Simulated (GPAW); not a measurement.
# Quasiparticle gap of PtS2 (1T monolayer) in GPAW, part 2 of 2

Wanted: ground state, empty states, screening and self-energy for PtS2 (1T monolayer).

GPAW 26.7.0; LDA and many-body steps on it, plane waves. Known limits of the many-body steps: not at the basis limit; no spin polarisation; d states lean on the start; no spin-orbit coupling.

So far. Step 4 (Bands along the symmetry lines): The gap is 1.763 eV, as in the run before at this level. Step 5 (Empty states on the mesh, 12×12×1 mesh, 346 bands): On this mesh the gap is 1.763 eV.

## 6. Screening and self-energy, 12×12×1 mesh, 156 bands, screening to 60 eV

G0W0 replaces the xc potential by the self-energy, built once from these orbitals. Only a window of levels is corrected, while the sums run over the empty bands that the input names.

This step: G0W0 on LDA, plane waves, PAW.

run.py

```python
import json
import numpy as np
from gpaw.mpi import world
from gpaw.response.g0w0 import G0W0

gw = G0W0('full.gpw',
    filename='gw',
    kpts=[0, 5, 6],
    bands=(12, 16),
    ecut=60,
    nbands=156,
    truncation='2D',
    integrate_gamma='sphere',
    q0_correction=True,
    frequencies={'type': 'nonlinear', 'domega0': 0.15, 'omega2': 15.0},
    eta=0.1,
    nblocksmax=True)
gw.calculate()
res = {mode: {k: v for k, v in r.items() if k != 'sigma_eskwn'}
       for mode, r in gw.all_results.items()}

if world.rank == 0:
    with open('result.json', 'w') as f:
        json.dump(res, f, default=lambda x: x.tolist())
```

On the command line:

```sh
$ mpirun -n 16 gpaw python run.py
```

Numbers of over 12 decimals in the logs are rounded to 6 here.

Output:

```text
Using integrator: PointIntegrator
NonLinearFrequencyDescriptor(from 0.000 to 110.916 eV, 183 points)
Nonperiodic BCs:  [False False  True]
Using integrator: PointIntegrator
NonLinearFrequencyDescriptor(from 0.000 to 110.916 eV, 183 points)
Nonperiodic BCs:  [False False  True]
Applying analytical 2D correction to W:
    Evaluating Gamma point contribution to W on a 13x13x1 grid
  ___  _ _ _
 |   || | | |
 | | || | | |
 |__ ||_____|
 |___|

BZ k-points: Symmetries present (total): 12

  [... matrices ...]
144 k-points: 12 x 12 x 1 Monkhorst-Pack grid + [1/24,1/24,0.000000]
19 k-points in the irreducible part of the Brillouin zone
       k-points in crystal coordinates                weights
   0:    -0.00000000   -0.00000000    0.00000000          1/144
   1:     0.08333333   -0.00000000    0.00000000          6/144
   2:     0.16666667   -0.08333333    0.00000000          6/144
   3:     0.16666667   -0.00000000    0.00000000          6/144
   4:     0.25000000   -0.08333333    0.00000000         12/144
   5:     0.25000000   -0.00000000    0.00000000          6/144
   6:     0.33333333   -0.16666667    0.00000000          6/144
   7:     0.33333333   -0.08333333    0.00000000         12/144
   8:     0.33333333   -0.00000000    0.00000000          6/144
   9:     0.33333333    0.33333333    0.00000000          2/144
          ...
  18:     0.50000000    0.50000000    0.00000000          3/144

Distributing spins, k-points and bands (1 x 3 x 4) over 2 processes
Number of blocks: 8

Quasi particle states:
k-points (IBZ indices): [0, 5, 6]
Band range: (12, 16)
  [... matrices ...]
Computational parameters:
Plane wave cut-off: 60 eV
Number of bands: 156
Coulomb cutoff: 2D
Broadening: 0.1 eV

fxc modes: GW
Kernel: RPA
Using full-frequency real axis integration
Summing all q:

Calculating screened Coulomb potential
2D Coulomb truncation
NonLinearFrequencyDescriptor(from 0.000 to 110.916 eV, 183 points)
Removing empty qpoint cache files...

Calculating chi0 body with:
    Ground state adapter containing:
    Number of spins: 1
    Number of kpoints: 144
    Number of irreducible kpoints: 19
    Number of completely occupied states: 14
    Number of partially occupied states: 14
    Occupied states memory: 4.844970703125 M / cpu

    Linear response parametrization:
    q_c: [-2.0816681711721685e-17, -2.0816681711721685e-17, 0.0]
    Number of frequency points: 183
    Planewave cutoff: 60.0
    Number of bands: 156
    Number of planewaves: 149
    Broadening (eta): 0.1
    comm.size: 16
    kncomm.size: 2
    blockcomm.size: 8

    Memory estimate of potentially large arrays:
        chi0_wGG: 7.749144 M / cpu
Integrating chi0 body.

Symmetries of q_c:
    Direct symmetries (Uq -> q): 12
    Indirect symmetries (TUq -> q): 0
In total 12 allowed symmetries.

  [... matrices ...]
19 groups of equivalent kpoints. 86.805556% reduction.

Integral kind: spectral function
Integrating chi0 head and wings.

Symmetries of q_c:
    Direct symmetries (Uq -> q): 12
    Indirect symmetries (TUq -> q): 0
In total 12 allowed symmetries.

  [... matrices ...]
19 groups of equivalent kpoints. 86.805556% reduction.

Integral kind: spectral function wings

Calculating chi0 body with:
    Ground state adapter containing:
    Number of spins: 1
    Number of kpoints: 144
    Number of irreducible kpoints: 19
    Number of completely occupied states: 14
    Number of partially occupied states: 14
[... the further q-points ...]

Results:
f:      Occupation numbers
eps:     KS-eigenvalues [eV]
vxc:     KS vxc [eV]
exx:     Exact exchange [eV]
sigma:   Self-energies [eV]
dsigma:  Self-energy derivatives
Z:       Renormalization factors
qp:      QP-energies [eV]

k-point 0 (0): (-0.000, -0.000, 0.000)                GW
band       f     eps     vxc     exx   sigma  dsigma       Z      qp
                                                                   GW
  12   1.000  -2.020 -16.697 -18.388   1.590  -0.386   0.722  -2.094
  13   1.000  -2.020 -16.697 -18.388   1.590  -0.386   0.722  -2.094
  14   0.000   1.619 -21.243 -16.995  -2.563  -0.139   0.878   3.098
  15   0.000   1.619 -21.243 -16.995  -2.563  -0.139   0.878   3.098

k-point 1 (5): (0.250, -0.000, 0.000)                GW
band       f     eps     vxc     exx   sigma  dsigma       Z      qp
                                                                   GW
  12   1.000  -2.174 -19.401 -21.840   2.410  -0.379   0.725  -2.194
  13   1.000  -1.933 -18.718 -21.362   2.518  -0.397   0.716  -2.024
  14   0.000   0.004 -19.937 -16.293  -2.093  -0.350   0.741   1.153
  15   0.000   1.128 -20.514 -16.231  -2.606  -0.430   0.699   2.302

k-point 2 (6): (0.333, -0.167, 0.000)                GW
band       f     eps     vxc     exx   sigma  dsigma       Z      qp
                                                                   GW
  12   1.000  -2.277 -21.317 -24.584   3.256  -0.396   0.716  -2.286
  13   1.000  -1.759 -18.168 -20.465   2.180  -0.383   0.723  -1.843
  14   0.000   0.322 -19.135 -15.252  -2.328  -0.366   0.732   1.461
  15   0.000   0.458 -20.615 -16.581  -2.387  -0.373   0.729   1.659
```

The job ended after 6.7 min (16 MPI ranks of Arm Neoverse V1, shared host; peak memory 6.3 GiB; 86 min of CPU time).

This step gave:

```yaml
g0w0_gap_on_the_points_computed: 2.996 eV
least_direct_g0w0_gap_on_the_computed_points: 3.176 eV
z_at_the_valence_top: 0.7233
z_at_the_conduction_bottom: 0.7408
starting_gap_on_the_mesh: 1.763 eV
k_of_the_valence_top: 0.3333, -0.1667, 0
k_of_the_conduction_bottom: 0.25, 0, 0
```

The gap on the mesh goes from 1.76 eV to 3.00 eV, a correction of +1.23 eV.

Limits: finite bands, cutoff and mesh; no spin polarisation; d states lean on the start; no spin-orbit coupling. v1 is the top filled band, c1 the lowest empty one. Levels before and after the correction, in eV, zero at the valence-band top of each column:

```csv
,conduction bottom,valence top
Kohn-Sham,1.76,0.00
G0W0,3.00,0.00
```

```csv
,level,energy (eV)
Kohn-Sham,(0.25 0 0) v2,-0.415
Kohn-Sham,(0.25 0 0) v1,-0.174
Kohn-Sham,(0.25 0 0) c1,1.763
Kohn-Sham,(0.25 0 0) c2,2.887
Kohn-Sham,(0.333 -0.167 0) v2,-0.519
Kohn-Sham,(0.333 -0.167 0) v1,0.000
Kohn-Sham,(0.333 -0.167 0) c1,2.081
Kohn-Sham,(0.333 -0.167 0) c2,2.217
G0W0,(0.25 0 0) v2,-0.351
G0W0,(0.25 0 0) v1,-0.180
G0W0,(0.25 0 0) c1,2.996
G0W0,(0.25 0 0) c2,4.145
G0W0,(0.333 -0.167 0) v2,-0.442
G0W0,(0.333 -0.167 0) v1,0.000
G0W0,(0.333 -0.167 0) c1,3.304
G0W0,(0.333 -0.167 0) c2,3.502
```

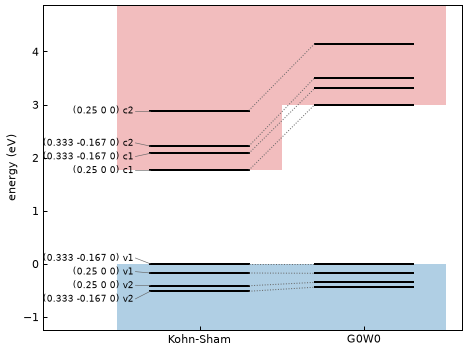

Levels before and after the correction. Shaded: valence and conduction bands.

## 7. Where the time went

Times are wall times on 16 MPI ranks of Arm Neoverse V1, shared host, good to a factor of about two.

```csv
step,time,share,memory (GiB)
relaxation,32 s,6 %,3.2
ground state,9.9 s,2 %,2.3
bands along the symmetry lines,12 s,2 %,2.8
empty states on the mesh,95 s,17 %,13
screening and self-energy,6.7 min,73 %,6.3
```

## 8. Results

| Item | Value |
| --- | --- |
| LDA gap | 1.76 eV, indirect |
| G0W0 gap on the mesh | 3.00 eV |
| GW settings | 12×12×1 mesh, 156 bands, screening to 60 eV, full frequency, Hilbert transform |
| known limits | not at the basis limit; no spin polarisation; d states lean on the start; no spin-orbit coupling |

**Reading.** G0W0 moves the gap on the mesh from 1.76 eV to 3.00 eV (+1.23 eV), with Z of 0.72 and 0.74 at the edges. Only 3 of the mesh's irreducible points were corrected, so a valley elsewhere could overtake. The dearest step here is «screening and self-energy». Bands and cutoff are finite, so the gap is not at the basis limit. The miss can reach some tenths of an eV and take either sign; the mesh is an error of its own. These stock PAW sets were not made for GW. In the G0W0 run levels were corrected at 3 k points alone, so a gap called «on the mesh» is the least over those, and an edge elsewhere would be missed. The runs have no spin polarisation. For a closed low-spin shell that is the natural state; where a d or f shell is open it is a constraint, and the gap is then not the crystal's own. With d states at the gap, one-shot GW leans hard on its start. The many-body steps are scalar-relativistic: spin-orbit coupling is not in them.

[Paths, hosts, dates, memory and timing lines, banners, echoed tables and standing remarks are left out of the program output.]

[Logs are printed without paths, hosts, clocks, repeated set-up lines and the standing remarks that a program may print on its own settings, such as how far it seeks lower states.]

[Runs of the session that timed out or met a known fault of the program may be left out.]

[Hosts, paths, dates, database ids (printed as entryN), source tags and the programs' standing remarks are cut or masked in the printed files.]
